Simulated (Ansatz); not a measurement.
**HF/3-21G run of BClH3N (SMILES NBCl)**

What is the vertical electron affinity of BClH3N at HF/3-21G? 

The calculation is run with Ansatz 0.2.0.

## Step 1: The system as given

BClH3N has 6 atoms, charge 0, and is taken as a singlet. As SMILES, `NBCl`. The coordinates come from a PBE0-D4/def2-TZVP relaxation.

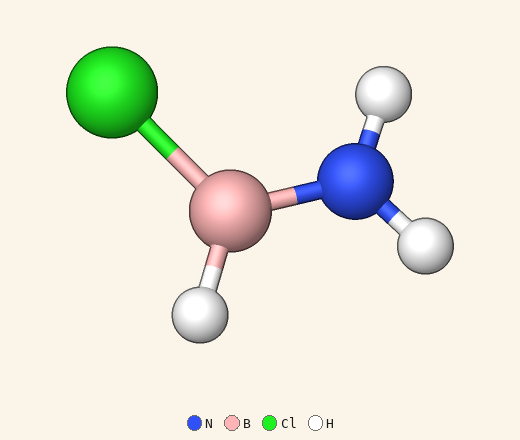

Viewed from a chosen angle; nitrogen blue, boron pink, chlorine green, hydrogen white.

## Step 2: The energy at HF/3-21G

input.yaml

```yaml
basis:
  gaussian: {orbitals: 3-21G.json}
crystal:
  periodic: [false, false, false]
  atoms:
    - {symbol: N, position_ang: [-0.395600, -0.007800, -0.658000]}
    - {symbol: B, position_ang: [0.369600, -0.158900, 0.483700]}
    - {symbol: Cl, position_ang: [0.529900, 1.189300, 1.616000]}
    - {symbol: H, position_ang: [-0.511800, -0.749300, -1.326600]}
    - {symbol: H, position_ang: [-0.878600, 0.844500, -0.888200]}
    - {symbol: H, position_ang: [0.928800, -1.181900, 0.727100]}
total_charge: 0
accuracy: high
output: {orbitals: {seedname: orbitals}}
hamiltonian: {xc: hf}
```

The basis set 3-21G is read from a file made from the Basis Set Exchange's data (not shown).

Started as:

```console
$ ansatz run input.yaml --threads 1 --pin off --max-ram 2610MiB --events-out events.jsonl --progress --plain --runs-dir runs
```

Output:

```text
Warning: RAYON_NUM_THREADS=1 ignored (pool sized by the plan → 1); use --threads N
Functional definition: HF
  name "HF"
  exchange = exact_x
  correlation = 0
844 factors; integrals over basis functions are off by at most 7.0e-9 eV
mean field evaluation 1: about -14633.4706 eV, gradient 2.3e1 eV
mean field evaluation 2: about -14633.4694 eV, gradient 2.3e1 eV
mean field evaluation 4: about -14634.7416 eV, gradient 2.0e0 eV
mean field evaluation 8: about -14634.7540 eV, gradient 4.5e-5 eV
mean field -14634.75399588 eV, -537.8172895560 hartree, gradient 2.5e-8 eV, S^2 0.000000; 0 other end points of the search recorded, 0 dependent functions left out
reference -14634.75399588 eV, -537.8172895560 hartree; 16, 16 occupied and 21, 21 virtual orbitals, 844 factors
Total energy: -14634.75399588 eV, -537.8172895560 hartree
```

Wall time 0.56 s (1 thread of Arm Neoverse N1, shared host); peak memory 0.092 GiB.

## Step 3: The doublet anion

job.yaml

```yaml
crystal:
  periodic: [false, false, false]
  atoms:
    - {symbol: N, position_ang: [-0.395600, -0.007800, -0.658000]}
    - {symbol: B, position_ang: [0.369600, -0.158900, 0.483700]}
    - {symbol: Cl, position_ang: [0.529900, 1.189300, 1.616000]}
    - {symbol: H, position_ang: [-0.511800, -0.749300, -1.326600]}
    - {symbol: H, position_ang: [-0.878600, 0.844500, -0.888200]}
    - {symbol: H, position_ang: [0.928800, -1.181900, 0.727100]}
basis:
  gaussian:
    orbitals: 3-21G.json
hamiltonian:
  xc: hf
output: {orbitals: {seedname: orbitals}}
magnetization:
  spin_polarized: true
  initial_magnetization: 1
accuracy: high
total_charge: -1
```

The basis set 3-21G is read from a file made from the Basis Set Exchange's data (not shown).

Started as:

```console
$ ansatz run job.yaml --threads 1 --pin off --max-ram 2610MiB --events-out events.jsonl --progress --plain --runs-dir runs
```

Output:

```text
Warning: RAYON_NUM_THREADS=1 ignored (pool sized by the plan → 1); use --threads N
Functional definition: HF
  name "HF"
  exchange = exact_x
  correlation = 0
845 factors; integrals over basis functions are off by at most 7.0e-9 eV
mean field evaluation 1: about -14629.7966 eV, gradient 1.2e1 eV
mean field evaluation 2: about -14630.1100 eV, gradient 1.2e1 eV
mean field evaluation 4: about -14631.1418 eV, gradient 1.4e0 eV
mean field evaluation 8: about -14631.1620 eV, gradient 8.1e-2 eV
mean field evaluation 16: about -14631.1622 eV, gradient 1.4e-6 eV
mean field -14631.16221302 eV, -537.6852939706 hartree, gradient 6.3e-8 eV, S^2 0.761226; 0 other end points of the search recorded, 0 dependent functions left out
reference -14631.16221302 eV, -537.6852939706 hartree; 17, 16 occupied and 20, 21 virtual orbitals, 845 factors
Total energy: -14631.16221302 eV, -537.6852939706 hartree
```

Wall time 0.83 s (1 thread of Arm Neoverse N1, shared host); peak memory 0.1 GiB.

## Step 4: What came out

At HF/3-21G:

```
                                         quantity          value
                     singlet BClH3N: total energy  -537.81729 Eh
                      singlet BClH3N: HOMO energy      -11.70 eV
                      singlet BClH3N: LUMO energy        4.41 eV
                    singlet BClH3N: HOMO–LUMO gap       16.11 eV
                      doublet anion: total energy  -537.68529 Eh
doublet anion: HOMO energy (highest over α and β)        2.73 eV
 doublet anion: LUMO energy (lowest over α and β)       12.83 eV
                              doublet anion: ⟨S²⟩          0.761
vertical electron affinity (to the doublet anion)      -3.592 eV
```

The anion lies 3.59 eV (347 kJ/mol) above the neutral: the electron isn't bound at this level, and such a value depends on the basis. Without diffuse functions anions come out too high. Hartree–Fock misses the correlation that binds many anions. The HOMO of this anion lies above zero, so its frontier levels hang on the basis. The HOMO (doublet anion) lies at positive energy, 2.73 eV: the electron is unbound at this level or held by a compact basis; values depend on the basis.
